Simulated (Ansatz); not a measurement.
# HNO: one molecule under many settings

How do the results and run time of HNO respond when the settings are drawn wide?

Program: Ansatz 0.2.0, Gaussian basis. Level of theory: the settings change from run to run. These are calculated values, not measurements.

### 1 The molecule

An earlier PBE0-D4 in a triple-zeta def2 set relaxation fixed the geometry.

SMILES `N=O`, 3 atoms, charge 0, spin multiplicity 1.

Atoms are counted from 1 here; the program's logs count them from 0.

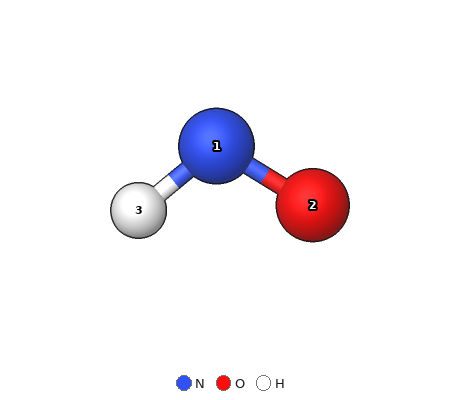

The geometry (nitrogen blue, oxygen red, hydrogen white); atoms are numbered from 1 in the order of the file.

### 2 BHLYP/cc-pVDZ

This run has atoms shaken by 0.08 Å, a point charge of 1.00 e beside it.

The input, in.yaml:

```yaml
crystal:
  periodic: [false, false, false]
  atoms:
    - {symbol: N, position_ang: [-0.429768, 0.137973, -0.080035]}
    - {symbol: O, position_ang: [0.660823, 0.517249, 0.383721]}
    - {symbol: H, position_ang: [-0.489020, -0.741958, -0.501010]}
basis:
  gaussian: {orbitals: cc-pVDZ, point_charges: [{charge: 1.00, position_ang: [4.066, -0.479, -0.684]}]}
hamiltonian: {xc: {name: BHLYP}}
output: {forces: true}
```

Command:

```console
ansatz run in.yaml --threads 2 --pin off --events-out ev --progress --plain --max-ram 20480MiB --backend cpu
```

Log:

```text
Functional definition: BHLYP
  name "BHLYP"
  cite "Becke, J. Chem. Phys. 98, 1372 (1993) doi:10.1063/1.464304"
  cite "Becke, Phys. Rev. A 38, 3098 (1988) doi:10.1103/PhysRevA.38.3098"
  cite "Lee, Yang & Parr, Phys. Rev. B 37, 785 (1988) doi:10.1103/PhysRevB.37.785"
  parameter a = 0.5
  exchange = (1 - a)*b88_x + a*exact_x
  correlation = lyp_c
309 factors; integrals over basis functions are off by at most 1.2e-3 eV
mean field evaluation 1: about -3547.3698 eV, gradient 2.2e1 eV
mean field evaluation 2: about -3546.6778 eV, gradient 3.0e1 eV
mean field evaluation 4: about -3548.2535 eV, gradient 9.6e-1 eV
mean field evaluation 8: about -3548.2546 eV, gradient 1.2e-2 eV
mean field evaluation 16: about -3548.2546 eV, gradient 2.3e-5 eV
mean field -3548.25464657 eV, -130.3959531679 hartree, gradient 2.3e-5 eV, S^2 0.000000; 0 other end points of the search recorded, 0 dependent functions left out
the calculation of the forces begins
reference -3548.25471884 eV, -130.3959558239 hartree; 8, 8 occupied and 25, 25 virtual orbitals, 309 factors
Total energy: -3548.25471884 eV, -130.3959558239 hartree
Atom 0 at    -0.429768     0.137973    -0.080035 Å, force     2.094759     5.665089     3.240398 eV/Å
Atom 1 at     0.660823     0.517249     0.383721 Å, force    -3.372636    -2.714455    -2.306239 eV/Å
Atom 2 at    -0.489020    -0.741958    -0.501010 Å, force     1.350045    -3.030315    -1.015604 eV/Å
Dipole moment:    -0.199336    -0.390192    -0.217539 e Å
```

It took 0.31 s on 2 threads of AMD EPYC 7R13, shared host.

Largest force 6.854 eV/Å, dipole 2.35 D.

### 3 revPBE0/6-31++G**

This run has D3(BJ) dispersion, high accuracy.

The input, in.yaml:

```yaml
crystal:
  periodic: [false, false, false]
  atoms:
    - {symbol: N, position_ang: [-0.283678, 0.312818, -0.117145]}
    - {symbol: O, position_ang: [0.755339, 0.397115, 0.456507]}
    - {symbol: H, position_ang: [-0.471661, -0.709923, -0.339372]}
basis:
  gaussian: {orbitals: "6-31++G**"}
hamiltonian: {xc: {name: revPBE0}, dispersion: d3bj}
accuracy: high
output: {forces: true}
```

The command is unchanged.

Log (excerpt; [...] marks lines left out):

```text
Functional definition: revPBE0
  name "revPBE0"
  cite "Zhang & Yang, Phys. Rev. Lett. 80, 890 (1998) doi:10.1103/PhysRevLett.80.890"
  cite "Adamo & Barone, J. Chem. Phys. 110, 6158 (1999) doi:10.1063/1.478522"
  cite "Perdew, Burke & Ernzerhof, Phys. Rev. Lett. 77, 3865 (1996) doi:10.1103/PhysRevLett.77.3865"
[...]
814 factors; integrals over basis functions are off by at most 3.5e-9 eV
[...]
mean field -3548.78529005 eV, -130.4154539563 hartree, gradient 2.5e-8 eV, S^2 0.000000; 0 other end points of the search recorded, 0 dependent functions left out
[...]
reference -3548.78529404 eV, -130.4154541031 hartree; 8, 8 occupied and 36, 36 virtual orbitals, 814 factors
Total energy: -3548.82780168 eV, -130.4170162299 hartree
Atom 0 at    -0.283678     0.312818    -0.117145 Å, force    -0.905889    -0.048496    -0.497212 eV/Å
Atom 1 at     0.755339     0.397115     0.456507 Å, force     0.919895     0.082302     0.508785 eV/Å
Atom 2 at    -0.471661    -0.709923    -0.339372 Å, force    -0.014006    -0.033806    -0.011573 eV/Å
Dipole moment:    -0.129952    -0.321491    -0.108303 e Å
```

It took 0.7 s on 2 threads of AMD EPYC 7R13, shared host.

Largest force 1.054 eV/Å, dipole 1.74 D.

### 4 rPW86-PBE/cc-pVTZ

This run has atoms shaken by 0.08 Å.

The input, in.yaml:

```yaml
crystal:
  periodic: [false, false, false]
  atoms:
    - {symbol: N, position_ang: [-0.286441, 0.355316, -0.098511]}
    - {symbol: O, position_ang: [0.746569, 0.458164, 0.456108]}
    - {symbol: H, position_ang: [-0.411755, -0.738263, -0.410769]}
basis:
  gaussian: {orbitals: cc-pVTZ}
hamiltonian: {xc: {name: rPW86-PBE}}
output: {forces: true}
```

Same command.

Log (excerpt; [...] marks lines left out):

```text
Functional definition: rPW86-PBE
  name "rPW86-PBE"
  cite "Murray, Lee & Langreth, J. Chem. Theory Comput. 5, 2754 (2009) doi:10.1021/ct900365q"
  cite "Perdew, Burke & Ernzerhof, Phys. Rev. Lett. 77, 3865 (1996) doi:10.1103/PhysRevLett.77.3865"
  parent pbe
[...]
402 factors; their error is unknown
[...]
mean field -3558.51497767 eV, -130.7730133813 hartree, gradient 4.8e-6 eV, S^2 0.000000; 0 other end points of the search recorded, 0 dependent functions left out
[...]
reference -3558.51503049 eV, -130.7730153222 hartree; 8, 8 occupied and 66, 66 virtual orbitals, 402 factors
Total energy: -3558.51503049 eV, -130.7730153222 hartree
Atom 0 at    -0.286441     0.355316    -0.098511 Å, force    -1.869179    -1.430120    -1.285450 eV/Å
Atom 1 at     0.746569     0.458164     0.456108 Å, force     1.994266     0.449885     1.127666 eV/Å
Atom 2 at    -0.411755    -0.738263    -0.410769 Å, force    -0.125087     0.980235     0.157784 eV/Å
Dipole moment:    -0.072335    -0.233532    -0.090123 e Å
```

Wall time 0.81 s (2 threads of AMD EPYC 7R13, shared host).

Largest force 2.682 eV/Å, dipole 1.25 D.

### 5 BLYP/def2-TZVP

Options: charge +1, multiplicity 2.

The input, in.yaml:

```yaml
crystal:
  periodic: [false, false, false]
  atoms:
    - {symbol: N, position_ang: [-0.283678, 0.312818, -0.117145]}
    - {symbol: O, position_ang: [0.755339, 0.397115, 0.456507]}
    - {symbol: H, position_ang: [-0.471661, -0.709923, -0.339372]}
basis:
  gaussian: {orbitals: def2-TZVP}
total_charge: 1
magnetization: {spin_polarized: true, initial_magnetization: 1}
hamiltonian: {xc: {name: BLYP}}
```

Same command.

Log:

```text
Functional definition: BLYP
  name "BLYP"
  cite "Becke, Phys. Rev. A 38, 3098 (1988) doi:10.1103/PhysRevA.38.3098"
  cite "Lee, Yang & Parr, Phys. Rev. B 37, 785 (1988) doi:10.1103/PhysRevB.37.785"
  parameter beta = 0.0042
  parameter a = 0.04918
  parameter b = 0.132
  parameter c = 0.2533
  parameter d = 0.349
  exchange = b88_x(beta = beta)
  correlation = lyp_c(a = a, b = b, c = c, d = d)
350 factors; their error is unknown
mean field evaluation 1: about -3534.8162 eV, gradient 4.5e1 eV
mean field evaluation 2: about -3508.1655 eV, gradient 8.9e1 eV
mean field evaluation 4: about -3541.2825 eV, gradient 4.1e0 eV
mean field evaluation 8: about -3541.3664 eV, gradient 6.0e-2 eV
mean field evaluation 16: about -3541.3565 eV, gradient 9.8e-5 eV
mean field -3541.35650985 eV, -130.1424513192 hartree, gradient 1.1e-5 eV, S^2 0.752142; 0 other end points of the search recorded, 0 dependent functions left out
reference -3541.35667330 eV, -130.1424573261 hartree; 8, 7 occupied and 60, 61 virtual orbitals, 350 factors
Total energy: -3541.35667330 eV, -130.1424573261 hartree
```

Run time: 0.56 s. Hardware: 2 threads of AMD EPYC 7R13, shared host.

⟨S²⟩ 0.752.

### 6 PBE/ANO-RCC-VTZP

This run has charge -1, multiplicity 2, atoms shaken by 0.03 Å, D3(BJ) with three-body dispersion.

The input, in.yaml:

```yaml
crystal:
  periodic: [false, false, false]
  atoms:
    - {symbol: N, position_ang: [-0.291353, 0.323215, -0.101607]}
    - {symbol: O, position_ang: [0.784663, 0.373095, 0.422837]}
    - {symbol: H, position_ang: [-0.522268, -0.722834, -0.316733]}
basis:
  gaussian: {orbitals: ANO-RCC-VTZP}
total_charge: -1
magnetization: {spin_polarized: true, initial_magnetization: 1}
hamiltonian: {xc: {name: PBE}, dispersion: d3bjatm}
output: {forces: true}
```

Launched as before.

Log (excerpt; [...] marks lines left out):

```text
Functional definition: PBE
  name "PBE"
  cite "Perdew, Burke & Ernzerhof, Phys. Rev. Lett. 77, 3865 (1996) doi:10.1103/PhysRevLett.77.3865"
  parent pbe
[...]
504 factors; their error is unknown
[...]
mean field -3550.54914048 eV, -130.4802742640 hartree, gradient 1.4e-5 eV, S^2 0.752663; 17 other end points of the search recorded, 0 dependent functions left out
[...]
reference -3550.54917955 eV, -130.4802756997 hartree; 9, 8 occupied and 65, 66 virtual orbitals, 504 factors
Total energy: -3550.56693496 eV, -130.4809281990 hartree
Relativity: scalar
Atom 0 at    -0.291353     0.323215    -0.101607 Å, force    -6.432174    -0.092860    -3.114663 eV/Å
Atom 1 at     0.784663     0.373095     0.422837 Å, force     6.849694     0.612008     3.367678 eV/Å
Atom 2 at    -0.522268    -0.722834    -0.316733 Å, force    -0.417520    -0.519148    -0.253015 eV/Å
Dipole moment:     0.168449     0.090940     0.048558 e Å
```

Wall time 7.5 s (2 threads of AMD EPYC 7R13, shared host).

Largest force 7.657 eV/Å, ⟨S²⟩ 0.753.

### 7 wPBEh/aug-cc-pVDZ

This run has finite nuclei, relativity set to none.

The input, in.yaml:

```yaml
crystal:
  periodic: [false, false, false]
  atoms:
    - {symbol: N, position_ang: [-0.283678, 0.312818, -0.117145]}
    - {symbol: O, position_ang: [0.755339, 0.397115, 0.456507]}
    - {symbol: H, position_ang: [-0.471661, -0.709923, -0.339372]}
basis:
  gaussian: {orbitals: aug-cc-pVDZ, nuclear_model: gaussian}
hamiltonian: {xc: {name: wPBEh}, pseudopotentials: {relativity: none}}
```

The command is unchanged.

Log (excerpt; [...] marks lines left out):

```text
Functional definition: wPBEh
  name "wPBEh"
  cite "Heyd, Scuseria & Ernzerhof, J. Chem. Phys. 118, 8207 (2003) doi:10.1063/1.1564060"
  cite "Krukau, Vydrov, Izmaylov & Scuseria, J. Chem. Phys. 125, 224106 (2006) doi:10.1063/1.2404663"
  cite "Heyd & Scuseria, J. Chem. Phys. 120, 7274 (2004) doi:10.1063/1.1668634"
  cite "Ernzerhof & Perdew, J. Chem. Phys. 109, 3313 (1998) doi:10.1063/1.476928"
  cite "Perdew, Burke & Ernzerhof, Phys. Rev. Lett. 77, 3865 (1996) doi:10.1103/PhysRevLett.77.3865"
  parent pbe
[...]
474 factors; their error is unknown
63 factors; integrals over basis functions are off by at most 1.9e-6 eV
[...]
mean field -3547.43770914 eV, -130.3659312714 hartree, gradient 3.7e-5 eV, S^2 0.000000; 0 other end points of the search recorded, 0 dependent functions left out
reference -3547.43775925 eV, -130.3659331126 hartree; 8, 8 occupied and 47, 47 virtual orbitals, 474 factors
Total energy: -3547.43775925 eV, -130.3659331126 hartree
```

Run time: 0.45 s. Hardware: 2 threads of AMD EPYC 7R13, shared host.

### 8 B97/def2-SVP

in.yaml: that of step 7 with these lines changed.

```diff
@@ -7,3 +7,3 @@
 basis:
-  gaussian: {orbitals: aug-cc-pVDZ, nuclear_model: gaussian}
-hamiltonian: {xc: {name: wPBEh}, pseudopotentials: {relativity: none}}
+  gaussian: {orbitals: def2-SVP}
+hamiltonian: {xc: {name: B97}}
```

Same command.

Log (excerpt; [...] marks lines left out):

```text
Functional definition: B97
  name "B97"
  cite "Becke, J. Chem. Phys. 107, 8554 (1997) doi:10.1063/1.475007"
[...]
      + integral(e_c_pw_opposite_spin*poly(b97_u_opposite, cos0, cos1, cos2))
323 factors; integrals over basis functions are off by at most 1.5e-3 eV
[...]
mean field -3546.37041973 eV, -130.3267091087 hartree, gradient 7.3e-6 eV, S^2 0.000000; 0 other end points of the search recorded, 0 dependent functions left out
reference -3546.37042875 eV, -130.3267094404 hartree; 8, 8 occupied and 25, 25 virtual orbitals, 323 factors
Total energy: -3546.37042875 eV, -130.3267094404 hartree
```

It took 0.45 s on 2 threads of AMD EPYC 7R13, shared host.

### 9 r2SCAN/def2-TZVPP

This run has multiplicity 3.

in.yaml: that of step 8 with these lines changed.

```diff
@@ -7,3 +7,4 @@
 basis:
-  gaussian: {orbitals: def2-SVP}
-hamiltonian: {xc: {name: B97}}
+  gaussian: {orbitals: def2-TZVPP}
+magnetization: {spin_polarized: true, initial_magnetization: 2}
+hamiltonian: {xc: {name: r2SCAN}}
```

The command is unchanged.

Log:

```text
Functional definition: r2SCAN
  name "r2SCAN"
  cite "Furness, Kaplan, Ning, Perdew & Sun, J. Phys. Chem. Lett. 11, 8208 (2020) doi:10.1021/acs.jpclett.0c02405"
  cite "Furness, Kaplan, Ning, Perdew & Sun, J. Phys. Chem. Lett. 11, 9248 (2020) doi:10.1021/acs.jpclett.0c03077"
  parent r2scan
  parameter k0 = 0.174
  parameter k1 = 0.065
  parameter a1 = 4.9479
  exchange = r2scan_x(k0 = k0, k1 = k1, a1 = a1)
  correlation = r2scan_c
365 factors; their error is unknown
mean field evaluation 1: about -3547.7351 eV, gradient 2.2e1 eV
mean field evaluation 2: about -3547.1293 eV, gradient 2.5e1 eV
mean field evaluation 4: about -3549.5808 eV, gradient 3.2e0 eV
mean field evaluation 8: about -3549.6156 eV, gradient 3.0e-2 eV
mean field evaluation 16: about -3549.6156 eV, gradient 6.2e-5 eV
mean field -3549.61557352 eV, -130.4459663111 hartree, gradient 6.2e-5 eV, S^2 2.008782; 0 other end points of the search recorded, 0 dependent functions left out
reference -3549.61557954 eV, -130.4459665323 hartree; 9, 7 occupied and 67, 69 virtual orbitals, 365 factors
Total energy: -3549.61557954 eV, -130.4459665323 hartree
```

Wall time 1.1 s (2 threads of AMD EPYC 7R13, shared host).

⟨S²⟩ 2.009.

### 10 PBE-QIDH/cc-pVTZ-DK

This run has high accuracy.

in.yaml: that of step 9 with these lines changed.

```diff
@@ -7,4 +7,4 @@
 basis:
-  gaussian: {orbitals: def2-TZVPP}
-magnetization: {spin_polarized: true, initial_magnetization: 2}
-hamiltonian: {xc: {name: r2SCAN}}
+  gaussian: {orbitals: cc-pVTZ-DK}
+hamiltonian: {xc: {name: PBE-QIDH}}
+accuracy: high
```

Launched as before.

Log (excerpt; [...] marks lines left out):

```text
Functional definition: PBE-QIDH
  name "PBE-QIDH"
  cite "Brémond, Sancho-García, Pérez-Jiménez & Adamo, J. Chem. Phys. 141, 031101 (2014) doi:10.1063/1.4890314"
  cite "Perdew, Burke & Ernzerhof, Phys. Rev. Lett. 77, 3865 (1996) doi:10.1103/PhysRevLett.77.3865"
[...]
1214 factors; integrals over basis functions are off by at most 3.2e-9 eV
[...]
mean field -3544.96049393 eV, -130.2748952913 hartree, gradient 4.3e-8 eV, S^2 0.000000; 0 other end points of the search recorded, 0 dependent functions left out; unrestricted orbitals would lower it
2 core orbitals not correlated: weight in the atoms' cores, before any rotation towards them, 1.000 or more for the frozen orbitals, at most 0.000 for the correlated occupied ones
reference -3544.96049450 eV, -130.2748953124 hartree; 6, 6 occupied and 66, 66 virtual orbitals, 1214 factors
second order -13.33188311 eV of doubles, -0.00000000 eV of singles
Total energy: -3549.40445554 eV, -130.4382078682 hartree
Relativity: scalar
```

It took 1.2 s on 2 threads of AMD EPYC 7R13, shared host.

### 11 All runs side by side

```tsv
level	charge	multiplicity	geometry	functions	energy (eV)	time
BHLYP/cc-pVDZ	0	1	shaken, point charge	33	-3548.255	0.31 s
revPBE0/6-31++G**	0	1	relaxed	44	-3548.828	0.7 s
rPW86-PBE/cc-pVTZ	0	1	shaken	74	-3558.515	0.81 s
BLYP/def2-TZVP	1	2	relaxed	68	-3541.357	0.56 s
PBE/ANO-RCC-VTZP	-1	2	shaken	74	-3550.567	7.5 s
wPBEh/aug-cc-pVDZ	0	1	relaxed	55	-3547.438	0.45 s
B97/def2-SVP	0	1	relaxed	33	-3546.370	0.45 s
r2SCAN/def2-TZVPP	0	3	relaxed	76	-3549.616	1.1 s
PBE-QIDH/cc-pVTZ-DK	0	1	relaxed	74	-3549.404	1.2 s
```

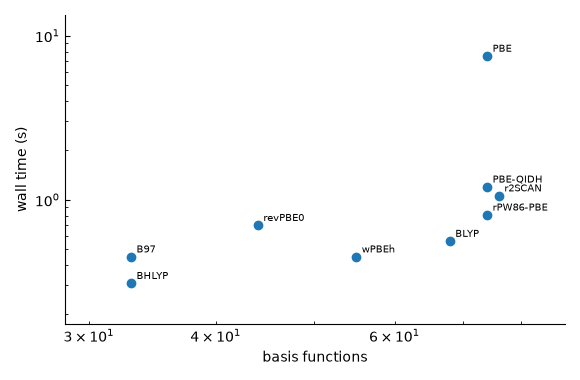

Wall time against the number of basis functions (shared host).

### 12 Summary of results

| quantity | value |
| --- | --- |
| runs | 9 |
| quickest | BHLYP/cc-pVDZ, 0.31 s |
| slowest | PBE/ANO-RCC-VTZP, 7.5 s |
| spread of total energies, same state and geometry | 3.0 eV |

What this shows: PBE/ANO-RCC-VTZP took 24 times as long as BHLYP/cc-pVDZ. The jobs differ in tasks and options as well as level. The totals spread over 3 eV; they can't be compared across methods or bases. At the PBE0-D4/def2-TZVP geometry and in the same state, runs without warnings or point charges leave forces up to 1.05 eV/Å (revPBE0/6-31++G**), against 2.7 eV/Å where the atoms were moved.
